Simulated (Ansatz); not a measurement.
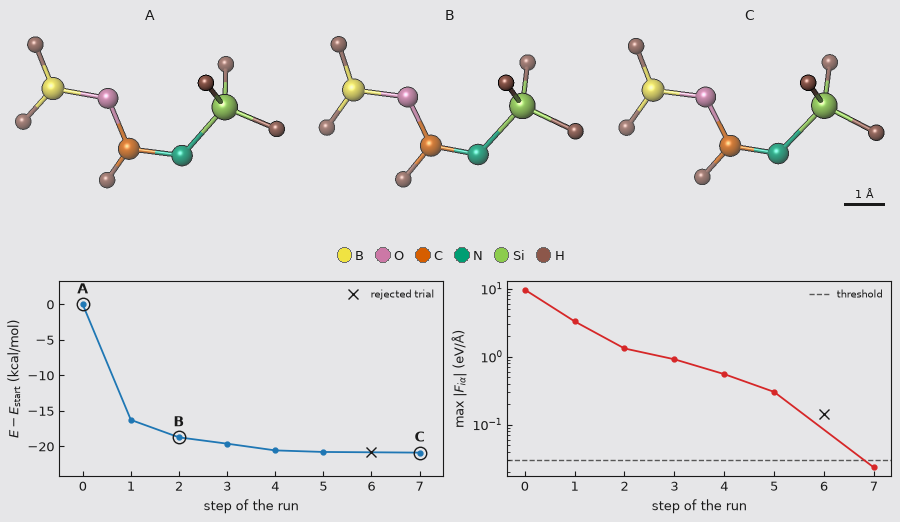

Frames of a relaxation of CH6BNOSi (coarse preliminary run), marked on the history of the run. Style: ball-and-stick. Shown at a tilt.

The start comes from a force field.

These are results of RKS PBE-D4/def2-SVP in Ansatz 0.2.0, not measurements.

Input
```yaml
crystal:
  periodic: [false, false, false]
  atoms:
    - {symbol: B, position_ang: [-2.025700, 0.695300, 1.019700]}
    - {symbol: O, position_ang: [-0.756400, 0.345500, 0.451700]}
    - {symbol: C, position_ang: [-0.667600, -0.593800, -0.583700]}
    - {symbol: N, position_ang: [0.599300, -0.916100, -1.047400]}
    - {symbol: Si, position_ang: [2.078200, -0.241000, -0.478900]}
    - {symbol: H, position_ang: [-3.070700, 0.273200, 0.592000]}
    - {symbol: H, position_ang: [-2.105100, 1.544600, 1.876500]}
    - {symbol: H, position_ang: [-1.480500, -1.049100, -0.989700]}
    - {symbol: H, position_ang: [2.241300, -0.510800, 1.012800]}
    - {symbol: H, position_ang: [3.193300, -0.827600, -1.189300]}
    - {symbol: H, position_ang: [2.059300, 1.223000, -0.643200]}
basis:
  gaussian: {orbitals: def2-SVP}
hamiltonian: {xc: pbe, dispersion: d4}
relax: {f_tol: 0.03, max_steps: 200}
```

Run as
```bash
ansatz run in.yaml --threads 4 --pin off --events-out ev --progress --plain --max-ram 10444MiB
```

Question: What happens along the run?

Answer: H6 moves most after the best rigid fit: 0.18 Å. Largest moves by element: H 0.18 Å, N 0.11 Å, C 0.09 Å, O 0.07 Å, B 0.06 Å, Si 0.04 Å. Near-neighbour distances that change, for instance: C3–N4 1.387 → 1.257 Å, C3–H8 1.016 → 1.114 Å, B1–O2 1.434 → 1.368 Å, N4–Si5 1.722 → 1.775 Å. Among the angles between lasting bonds that change: O2–C3–H8 123.0° → 112.1°, H6–B1–H7 116.1° → 124.1°, O2–C3–N4 117.4° → 123.7°. After 6 accepted moves (7 points after the start) the energy has fallen by 20.9 kcal/mol. Largest force component: 9.7 eV/Å at the start, 0.023 eV/Å at the end. The line search rejected the trial step at point 6 of the run. Cost: 9 s on 4 threads of Arm Neoverse V2, with other jobs on the host. From step 0 to 2: H6 moves most (0.18 Å), energy −18.7 kcal/mol. From step 2 to 7: H7 moves most (0.09 Å), energy −2.15 kcal/mol.

```
step  E − E(0), kcal/mol  largest force component, eV/Å      note
   0                0.00                         9.7034          
   1              -16.25                         3.3063          
   2              -18.71                         1.3198          
   3              -19.60                         0.9146          
   4              -20.55                         0.5528          
   5              -20.77                         0.3026          
   6              -20.74                         0.1426  rejected
   7              -20.86                         0.0233
```
